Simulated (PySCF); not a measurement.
Ionisation energy of the Cl atom ([Ne] 3s² 3p⁵ → [Ne] 3s² 3p⁴). PySCF, jorge-DZP-DKH, spin-free X2C-1e, unrestricted single determinants, no spin-orbit coupling. Methods marked “valence” freeze 10 core electrons.

By method:

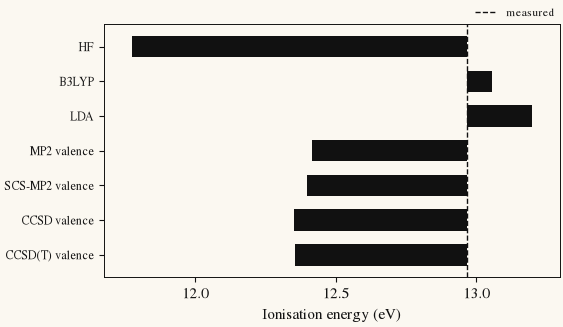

```csv
Method,Ionisation energy (eV)
HF,11.77
B3LYP,13.06
LDA,13.20
MP2 valence,12.42
SCS-MP2 valence,12.40
CCSD valence,12.35
CCSD(T) valence,12.36
```

The values run from 11.77 eV (HF) to 13.20 eV (LDA). The measured value is 12.97 eV; nearest to it come B3LYP (+0.09) and LDA (+0.23), furthest HF (−1.19 eV).

Caveat: spin-orbit shift not estimated.
